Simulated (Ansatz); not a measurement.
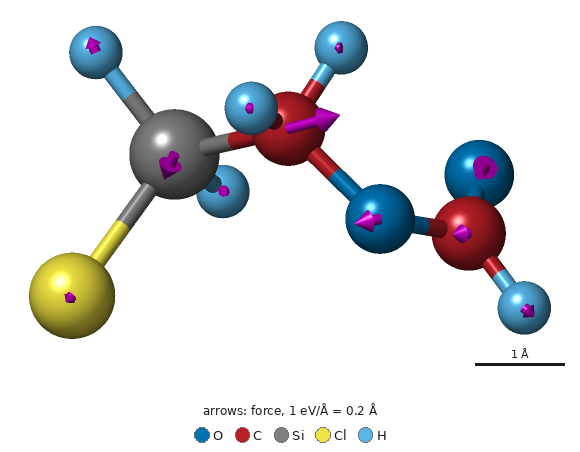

Starting geometry of C2H5ClO2Si (coarse preliminary run) with the computed forces as purple arrows. The picture is a ball-and-stick view, seen from a free direction.

The start comes from a force field.

Theory: Ansatz 0.2.0, RKS PBE-D4/def2-SVP. (force threshold 0.03 eV/Å; at most 200 steps)

**Is this structure relaxed? If not, where do the atoms go?**

It isn't relaxed: the largest force vector, on a C atom, is 3.43 eV/Å. The final displacements have little in common with the starting forces (cosine between the two patterns 0.23). The energy falls by 0.308 eV in 11 accepted moves (12 points after the start). The largest force component goes from 3.3 to 0.022 eV/Å. The line search rejected the trial step at point 3 of the run. The atom that moves furthest after the best rigid fit is an H atom (0.21 Å). Largest moves by element: H 0.21 Å, Cl 0.21 Å, O 0.20 Å, C 0.09 Å, Si 0.08 Å. Some distances before and after: C–Si 1.810 → 1.907 Å, H–Si 1.452 → 1.502 Å, C–O 1.486 → 1.446 Å, C–H 1.096 → 1.119 Å. Among the angles between lasting bonds that change: O–C–Si 122.4° → 112.7°, O–C–H 103.8° → 110.0°, H–C–H 104.8° → 109.0°.
